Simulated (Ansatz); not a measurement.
WSe2 under a change: W vacancy, symmetric start

The parent structure is a 12-atom supercell of WSe2 in the 2H-MoS2 type structure (space group P6_3/mmc, No. 194; a = 3.300 Å, c = 13.147 Å; layered, stacked along the Cartesian z axis) at its relaxed geometry.

It is then changed as follows: a neutral W vacancy, symmetric start, atoms relaxed at fixed cell.

Calculations: r2SCAN+rVV10 (Ansatz, a first-principles code; PAW; 500 eV plane waves; no spin-orbit coupling), earlier PAW set. k-mesh 4×7×2 (Γ-centred); smearing 0.01 eV (Fermi–Dirac).

```csv
quantity,base,changed,shift
pressure,0.0 GPa,-0.7 GPa,-0.7 GPa
energy gained by relaxation,–,0.20 eV,–
mean distance from the defect site to its nearest host atoms,2.53 Å,2.49 Å,-0.04 Å
```

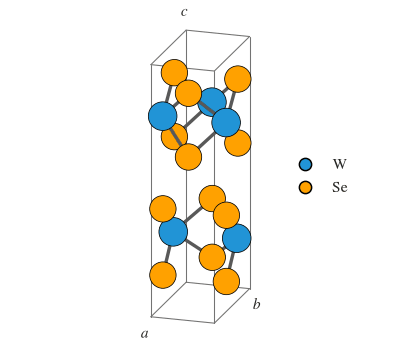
Figure: The relaxed cell after the change

The magnetic state is the one reached from the starting moments; the real material's order can differ, and small cells can't hold many antiferromagnetic ones. In so small a cell the defect repeats every few ångströms: this is an ordered compound, not a dilute defect. A case with no gap was solved on a k-mesh chosen for an insulator, which is coarse for it. The defect started on the symmetric site and kept its symmetry, so it may sit on a saddle. Starting moments died away, wholly or in part, for W vacancy; another magnetic solution may exist. The defect cell is spin-polarised and ends with 0.4 μB, a fractional moment that hangs on the mesh and smearing.
